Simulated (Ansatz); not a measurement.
A series of calculations on ZrN3H7BrF

Part 1: Relaxation

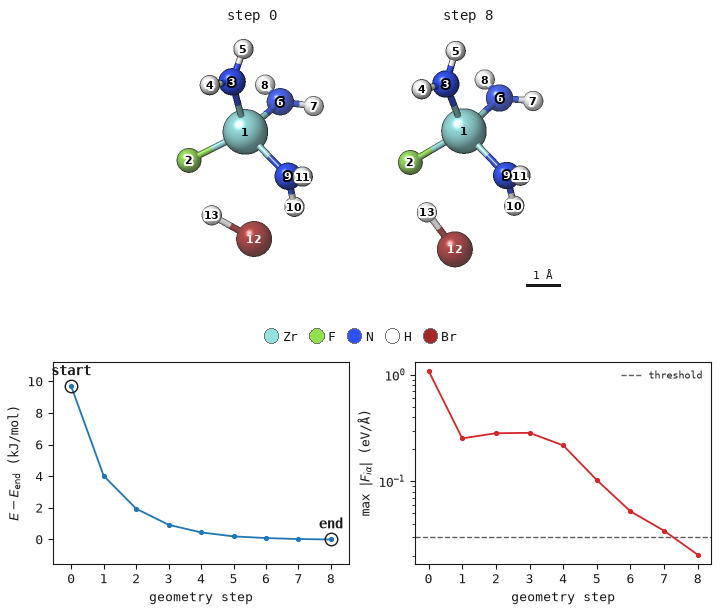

First and last geometry of a relaxation of ZrN3H7BrF, with the history of the run. A ball-and-stick model, seen from a free direction.

The run prepares an end point of a later path (reaction) calculation, from a guessed geometry.

Theory: Ansatz 0.2.0, RKS PBE/def2-SVP.

Input file:
```yaml
crystal:
  periodic: [false, false, false]
  atoms:
    - { symbol: Zr, position_ang: [0.094905, 0.032211, -0.057471] }
    - { symbol: F, position_ang: [0.11477, 0.053996, 1.920035] }
    - { symbol: "N", position_ang: [1.999036, -0.022218, -0.81797] }
    - { symbol: H, position_ang: [2.737786, -0.648846, -0.470557] }
    - { symbol: H, position_ang: [2.417033, 0.594153, -1.524286] }
    - { symbol: "N", position_ang: [-0.765183, 1.712003, -0.833978] }
    - { symbol: H, position_ang: [-1.520078, 1.766815, -1.527421] }
    - { symbol: H, position_ang: [-0.644262, 2.65124, -0.430704] }
    - { symbol: "N", position_ang: [-0.904513, -1.565409, -0.830836] }
    - { symbol: H, position_ang: [-1.827001, -1.809428, -0.439197] }
    - { symbol: H, position_ang: [-0.617468, -2.301161, -1.485103] }
    - { symbol: Br, position_ang: [-3.292846, -0.31789, 1.847762] }
    - { symbol: H, position_ang: [-1.919679, -0.145466, 2.446027] }
basis:
  gaussian: { orbitals: def2-SVP }
hamiltonian:
  xc: pbe
relax:
  f_tol: 0.03
  max_steps: 50
output:
  orbitals: {}
```

Run as
```bash
ansatz run input.yaml --threads 4 --pin off --max-ram 5120MiB --backend cpu --events-out ev --progress --plain --runs-dir out
```

### Read the history and describe the run.

It converged. The atom that moves furthest after the best rigid fit is Br12 (0.57 Å). By element the largest moves are Br 0.57 Å, F 0.24 Å, H 0.22 Å, N 0.15 Å, Zr 0.10 Å. Some distances before and after: Zr1–H13 3.218 → 3.067 Å, Br12–H13 1.508 → 1.465 Å, Zr1–F2 1.978 → 1.988 Å, Zr1–N3 2.051 → 2.041 Å. Over 8 geometry steps the energy falls by 9.69 kJ/mol. The largest force component goes from 1.1 to 0.02 eV/Å. The run took 21 s on 4 threads of Arm Neoverse V2, on a shared host, peak memory 0.24 GiB.

Part 2: Relaxation

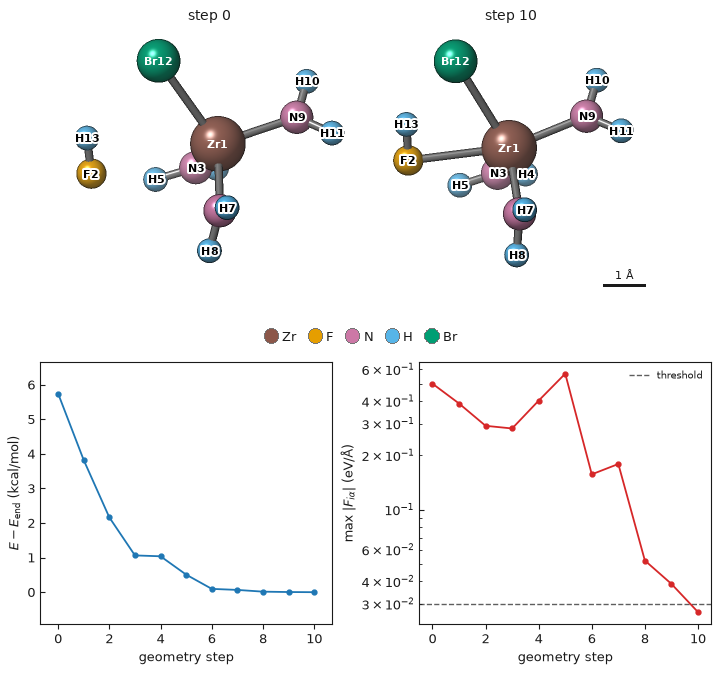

First and last geometry of a relaxation of ZrN3H7BrF, with the history of the run. A ball-and-stick model, seen from a free direction.

The run prepares an end point of a later path (reaction) calculation, from a guessed geometry.

Method: RKS PBE/def2-SVP in Ansatz.

Input
```yaml
crystal:
  periodic: [false, false, false]
  atoms:
    - { symbol: Zr, position_ang: [-0.620079, -0.260728, -0.239339] }
    - { symbol: F, position_ang: [0.497201, 1.419625, 2.212431] }
    - { symbol: "N", position_ang: [1.376364, -0.44465, 0.055625] }
    - { symbol: H, position_ang: [2.083952, -1.050451, -0.373769] }
    - { symbol: H, position_ang: [1.803419, 0.110195, 0.810496] }
    - { symbol: "N", position_ang: [-1.011184, 1.563429, -1.042648] }
    - { symbol: H, position_ang: [-1.970877, 1.900784, -1.201402] }
    - { symbol: H, position_ang: [-0.364189, 2.339488, -1.234606] }
    - { symbol: "N", position_ang: [-1.097451, -1.616841, -1.669016] }
    - { symbol: H, position_ang: [-1.080842, -2.629062, -1.484268] }
    - { symbol: H, position_ang: [-1.448215, -1.472202, -2.622878] }
    - { symbol: Br, position_ang: [-2.13654, -0.798397, 1.907763] }
    - { symbol: H, position_ang: [-0.159059, 0.93881, 2.677912] }
basis:
  gaussian: { orbitals: def2-SVP }
hamiltonian:
  xc: pbe
relax:
  f_tol: 0.03
  max_steps: 50
output:
  orbitals: {}
```

Run as
```bash
ansatz run input.yaml --threads 4 --pin off --max-ram 5120MiB --backend cpu --events-out ev --progress --plain --runs-dir out
```

Read the history and describe the run.

Answer. It converged. Over 10 geometry steps the energy falls by 5.75 kcal/mol. The largest force component goes from 0.5 to 0.027 eV/Å. The atom that moves furthest after the best rigid fit is H13 (0.63 Å). By element the largest moves are H 0.63 Å, F 0.54 Å, N 0.27 Å, Zr 0.26 Å, Br 0.10 Å. Among the contacts that change: Zr1–F2 3.175 → 2.473 Å, Br12–H13 2.743 → 2.067 Å, Zr1–H13 3.188 → 2.590 Å, F2–H13 0.937 → 0.986 Å. New bonds form, among them: Zr1–F2 (3.18 → 2.47 Å). Among the angles between lasting bonds that change: N3–Zr1–Br12 115.0° → 123.1°, N9–Zr1–Br12 107.3° → 99.9°, Zr1–N3–H5 117.8° → 122.6°.

Limits of the set-up: the start holds two separate molecules, 2.3 Å apart at their closest, whose relative position is a soft coordinate and is computed without a dispersion correction.

Part 3: Path

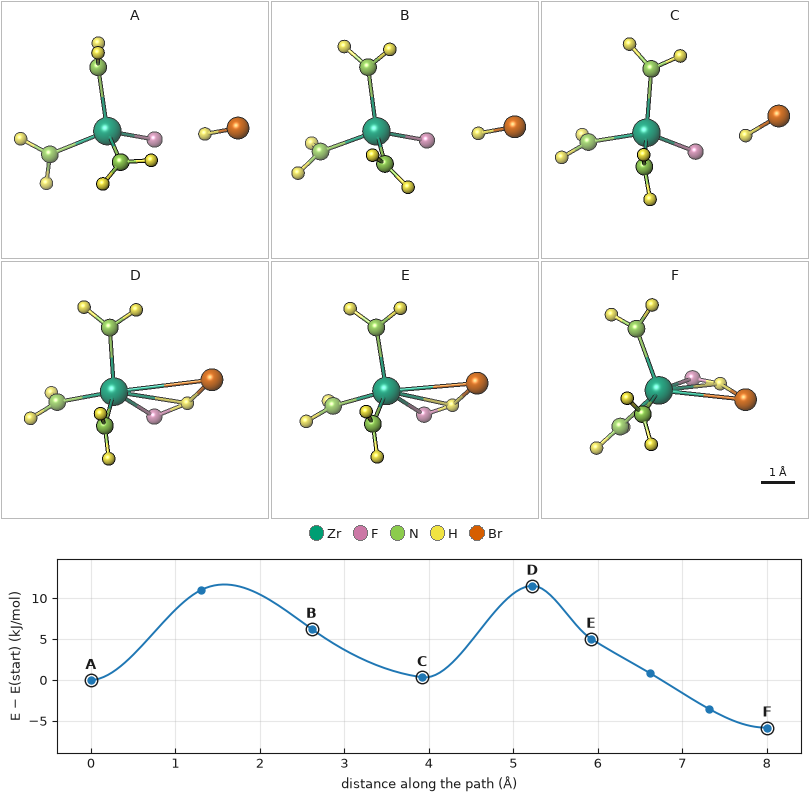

NEB run on ZrN3H7BrF. Images are numbered from 0 (start) to 8 (end). Frames A to F are images 0, 2, 3, 4, 5, 8. A ball-and-stick model, seen at a tilt.

Theory: RKS PBE/def2-SVP in Ansatz 0.2.0. Set-up: 7 movable images; climbing image; force threshold 0.05 eV/Å; iteration limit 60; starting path through a guess of the saddle point.

Describe the mechanism and the energy profile.

The path has more than one stage, and so few images may leave a stage unresolved. Forming: F–H (1.75 → 0.99 Å), Br–Zr (4.07 → 2.70 Å). The highest point, image 4, lies 11.5 kJ/mol above the start and 17.3 kJ/mol above the end; the end is at −5.8 kJ/mol relative to the start. The profile has 2 maxima (images 1, 4) with a dip at image 3 (+0.3 kJ/mol), so the process runs in steps. The band converged in 20 iterations. The largest component of the band force went from 4.9 to 0.04 eV/Å. The climbing image converged on the top of the path. Its vibrational analysis gives one imaginary mode (134i cm⁻¹), as a transition state must have.

Cost: 4.9 min on 4 threads of Arm Neoverse V2 (shared host), peak memory 0.25 GiB.
